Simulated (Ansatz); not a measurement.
# One shape, several levels: doublet CH3FO−

Wanted: a comparison of 5 runs (UHF/3-21G, U-r2SCAN/aug-cc-pVDZ, U-wB97X/aug-cc-pVDZ, UB3LYP/aug-cc-pVDZ, UBLYP/aug-cc-pVDZ) of doublet CH3FO−. 

The results are computed with Ansatz 0.2.0.

42 further runs of the same task are left out: 42 set aside as unsound or not needed. Runs told in other sessions of the task aren't counted.

## 1. Starting point

CH3FO−: 6 atoms, total charge -1, spin state doublet. SMILES of the parent species: `OCF`. The shape is that of a PBE0-D4/def2-TZVP optimisation. This is one conformer, not always the lowest. That shape belongs to the parent species and isn't relaxed for this state.

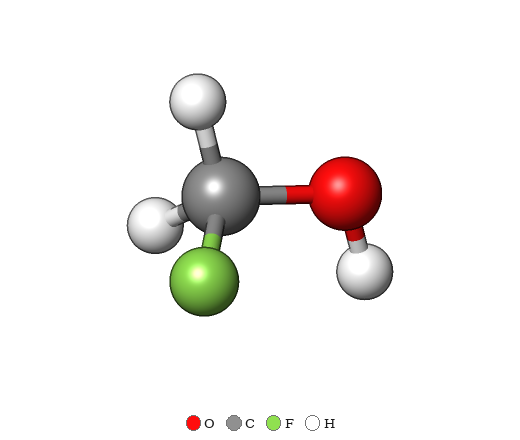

Viewed from a chosen angle; oxygen red, carbon grey, fluorine green, hydrogen white.

## 2. A single-point energy at UHF/3-21G (run 1)

Contents of run.yaml:

```yaml
basis:
  gaussian:
    orbitals: 3-21G.json
crystal:
  periodic: [false, false, false]
  atoms:
    - {symbol: O, position_ang: [-0.794000, -0.697200, -0.247400]}
    - {symbol: C, position_ang: [0.250200, 0.049000, 0.230800]}
    - {symbol: F, position_ang: [-0.094100, 1.383200, 0.323800]}
    - {symbol: H, position_ang: [-0.928700, -0.495100, -1.178000]}
    - {symbol: H, position_ang: [1.136800, 0.004900, -0.412500]}
    - {symbol: H, position_ang: [0.472100, -0.308800, 1.237300]}
total_charge: -1
magnetization:
  spin_polarized: true
  initial_magnetization: 1
hamiltonian:
  xc: hf
accuracy: high
output:
  orbitals: {seedname: orbitals}
```

The basis set 3-21G is read from a file made from the Basis Set Exchange's data (not shown).

On the command line:

```sh
$ ansatz run run.yaml --threads 1 --pin off --max-ram 2610MiB --events-out events.jsonl --progress --plain --runs-dir runs
```

The log of the run:

```text
Warning: RAYON_NUM_THREADS=1 ignored (pool sized by the plan → 1); use --threads N
Functional definition: HF
  name "HF"
  exchange = exact_x
  correlation = 0
690 factors; integrals over basis functions are off by at most 9.1e-9 eV
mean field evaluation 1: about -5780.0797 eV, gradient 2.0e1 eV
mean field evaluation 2: about -5780.0816 eV, gradient 2.0e1 eV
mean field evaluation 4: about -5782.1185 eV, gradient 2.1e0 eV
mean field evaluation 8: about -5782.1616 eV, gradient 1.9e-1 eV
mean field evaluation 16: about -5782.1650 eV, gradient 3.2e-7 eV
mean field evaluation 32: about -5781.3079 eV, gradient 9.4e-1 eV
mean field -5782.16503265 eV, -212.4906456575 hartree, gradient 2.0e-8 eV, S^2 0.752788; 0 other end points of the search recorded, 0 dependent functions left out
reference -5782.16503265 eV, -212.4906456575 hartree; 14, 13 occupied and 19, 20 virtual orbitals, 690 factors
Total energy: -5782.16503265 eV, -212.4906456575 hartree
```

It took 0.3 s on 1 thread of Arm Neoverse V2, shared host.

## 3. The energy at U-r2SCAN/aug-cc-pVDZ (run 2)

Contents of input.yaml:

```yaml
crystal:
  periodic: [false, false, false]
  atoms:
    - {symbol: O, position_ang: [-0.794000, -0.697200, -0.247400]}
    - {symbol: C, position_ang: [0.250200, 0.049000, 0.230800]}
    - {symbol: F, position_ang: [-0.094100, 1.383200, 0.323800]}
    - {symbol: H, position_ang: [-0.928700, -0.495100, -1.178000]}
    - {symbol: H, position_ang: [1.136800, 0.004900, -0.412500]}
    - {symbol: H, position_ang: [0.472100, -0.308800, 1.237300]}
basis:
  gaussian: {orbitals: aug-cc-pVDZ}
hamiltonian: {xc: {name: r2SCAN}}
output: {orbitals: {seedname: orbitals}}
magnetization: {spin_polarized: true, initial_magnetization: 1}
accuracy: high
total_charge: -1
```

On the command line:

```sh
$ ansatz run input.yaml --threads 1 --pin off --max-ram 2610MiB --events-out events.jsonl --progress --plain --runs-dir runs
```

The log of the run:

```text
Warning: RAYON_NUM_THREADS=1 ignored (pool sized by the plan → 1); use --threads N
Functional definition: r2SCAN
  name "r2SCAN"
  parameter k0 = 0.174
  parameter k1 = 0.065
  parameter a1 = 4.9479
  exchange = r2scan_x(k0 = k0, k1 = k1, a1 = a1)
  correlation = r2scan_c
1952 factors; integrals over basis functions are off by at most 3.1e-9 eV
mean field evaluation 1: about -5844.5705 eV, gradient 2.6e1 eV
mean field evaluation 2: about -5840.8734 eV, gradient 4.4e1 eV
mean field evaluation 4: about -5847.0273 eV, gradient 3.6e0 eV
mean field evaluation 8: about -5847.0829 eV, gradient 1.3e-1 eV
mean field evaluation 16: about -5847.0830 eV, gradient 2.9e-4 eV
mean field evaluation 32: about -5846.7275 eV, gradient 2.0e0 eV
mean field -5847.08303524 eV, -214.8763382497 hartree, gradient 3.5e-8 eV, S^2 0.750135; 6 other end points of the search recorded, 0 dependent functions left out
reference -5847.08305221 eV, -214.8763388736 hartree; 14, 13 occupied and 82, 83 virtual orbitals, 1952 factors
Total energy: -5847.08305221 eV, -214.8763388736 hartree
```

It took 29 s on 1 thread of Arm Neoverse V2, shared host; peak memory 0.41 GiB.

Runs 3 to 4 aren't shown in full; the table further down has their settings and results.

## 4. A single-point energy at UBLYP/aug-cc-pVDZ (run 5)

Contents of run.yaml:

```yaml
basis:
  gaussian:
    orbitals: aug-cc-pVDZ
crystal:
  periodic: [false, false, false]
  atoms:
    - symbol: O
      position_ang: [-0.794000, -0.697200, -0.247400]
    - symbol: C
      position_ang: [0.250200, 0.049000, 0.230800]
    - symbol: F
      position_ang: [-0.094100, 1.383200, 0.323800]
    - symbol: H
      position_ang: [-0.928700, -0.495100, -1.178000]
    - symbol: H
      position_ang: [1.136800, 0.004900, -0.412500]
    - symbol: H
      position_ang: [0.472100, -0.308800, 1.237300]
total_charge: -1
magnetization:
  spin_polarized: true
  initial_magnetization: 1
hamiltonian:
  xc: {name: BLYP}
accuracy: high
output:
  orbitals: {seedname: orbitals}
```

On the command line:

```sh
$ ansatz run run.yaml --threads 1 --pin off --max-ram 2610MiB --events-out events.jsonl --progress --plain --runs-dir runs
```

The log of the run:

```text
Warning: RAYON_NUM_THREADS=1 ignored (pool sized by the plan → 1); use --threads N
Functional definition: BLYP
  name "BLYP"
  parameter beta = 0.0042
  parameter a = 0.04918
  parameter b = 0.132
  parameter c = 0.2533
  parameter d = 0.349
  exchange = b88_x(beta = beta)
  correlation = lyp_c(a = a, b = b, c = c, d = d)
1952 factors; integrals over basis functions are off by at most 3.1e-9 eV
mean field evaluation 1: about -5845.5353 eV, gradient 3.0e1 eV
mean field evaluation 2: about -5838.0134 eV, gradient 5.8e1 eV
mean field evaluation 4: about -5848.6251 eV, gradient 6.1e0 eV
mean field evaluation 8: about -5848.7898 eV, gradient 1.0e-1 eV
mean field evaluation 16: about -5848.7901 eV, gradient 7.4e-4 eV
mean field evaluation 32: about -5848.1922 eV, gradient 1.4e0 eV
mean field -5848.79007038 eV, -214.9390706340 hartree, gradient 3.7e-8 eV, S^2 0.750056; 6 other end points of the search recorded, 0 dependent functions left out
reference -5848.79011132 eV, -214.9390721387 hartree; 14, 13 occupied and 82, 83 virtual orbitals, 1952 factors
Total energy: -5848.79011132 eV, -214.9390721387 hartree
```

Run time: 13 s. Hardware: 1 thread of Arm Neoverse V2, shared host; peak memory 0.3 GiB.

## 5. All runs side by side

| run | level | energy (Eh) | HOMO energy (eV) | LUMO energy (eV) | ⟨S²⟩ | wall time |
| --- | --- | --- | --- | --- | --- | --- |
| 1 | UHF/3-21G | -212.490646 | 5.77 | 13.52 | 0.753 | 0.3 s |
| 2 | U-r2SCAN/aug-cc-pVDZ | -214.876339 | 1.84 | 2.24 | 0.750 | 29 s |
| 3 | U-wB97X/aug-cc-pVDZ | -214.921275 | 0.73 | 3.66 | 0.750 | 2.2 min |
| 4 | UB3LYP/aug-cc-pVDZ | -214.985586 | 1.60 | 2.44 | 0.750 | 25 s |
| 5 | UBLYP/aug-cc-pVDZ | -214.939072 | 1.94 | 2.25 | 0.750 | 13 s |

## 6. Results

```
                                 quantity          value
                      run 5: total energy  -214.93907 Eh
run 5: HOMO energy (highest over α and β)        1.94 eV
 run 5: LUMO energy (lowest over α and β)        2.25 eV
                              run 5: ⟨S²⟩          0.750
```

Totals of different functionals can't be ranked against each other. In all runs the HOMO lies above zero, from self-interaction, a short basis or an electron that isn't bound. All runs together took 3.3 min, the longest 2.2 min.
